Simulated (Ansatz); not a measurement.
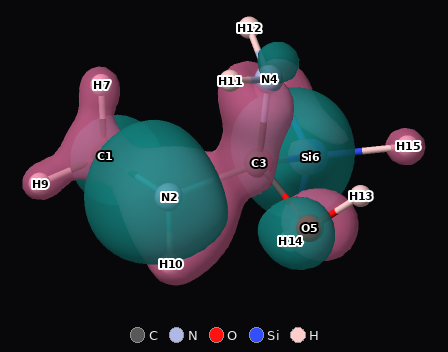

*C2H10N2OSi (SMILES CNC(N)(O)[SiH3]). The HOMO at ±0.1 Å⁻³ᐟ² (teal and pink are the two phases), seen from one side.*

The calculation used RKS B3LYP-D4/6-31G* in Ansatz 0.2.0.

Input file:

```
crystal:
  periodic: [false, false, false]
  atoms:
    - { symbol: C, position_ang: [-1.1808, 0.0598, -1.3935] }
    - { symbol: "N", position_ang: [0.0755, 0.6054, -1.0254] }
    - { symbol: C, position_ang: [0.6581, 0.1439, 0.1814] }
    - { symbol: "N", position_ang: [1.3145, -1.1322, -0.1484] }
    - { symbol: O, position_ang: [1.8248, 0.9536, 0.3609] }
    - { symbol: Si, position_ang: [-0.4281, 0.0688, 1.7652] }
    - { symbol: H, position_ang: [-1.237, -0.9863, -1.4338] }
    - { symbol: H, position_ang: [-1.986, 0.4901, -0.7573] }
    - { symbol: H, position_ang: [-1.4579, 0.4751, -2.3733] }
    - { symbol: H, position_ang: [0.0603, 1.6274, -0.9456] }
    - { symbol: H, position_ang: [1.648, -0.9908, -1.0432] }
    - { symbol: H, position_ang: [0.4893, -1.7707, -0.3209] }
    - { symbol: H, position_ang: [2.4628, 0.3369, 0.5828] }
    - { symbol: H, position_ang: [-1.1122, 1.3775, 2.0419] }
    - { symbol: H, position_ang: [0.3497, -0.3612, 2.9778] }
    - { symbol: H, position_ang: [-1.5039, -0.9198, 1.5757] }
basis:
  gaussian: { orbitals: "6-31G*" }
hamiltonian:
  xc: b3lyp
  dispersion: d4
relax:
  f_tol: 0.015
  max_steps: 40
output:
  orbitals: {}
```

Run with:

```sh
ansatz run input.yaml --threads 2 --pin off --max-ram 3072MiB --backend cpu --events-out ev --progress --plain --runs-dir out
```

The fields are those of the run's last geometry, not of the input's.

> What is the character of this orbital?

By Hirshfeld shares it lies mainly on N2 (about 50 %), C3 (about 10 %), Si6 (about 10 %) and C1 (about 5 %). Its energy is −5.98 eV.
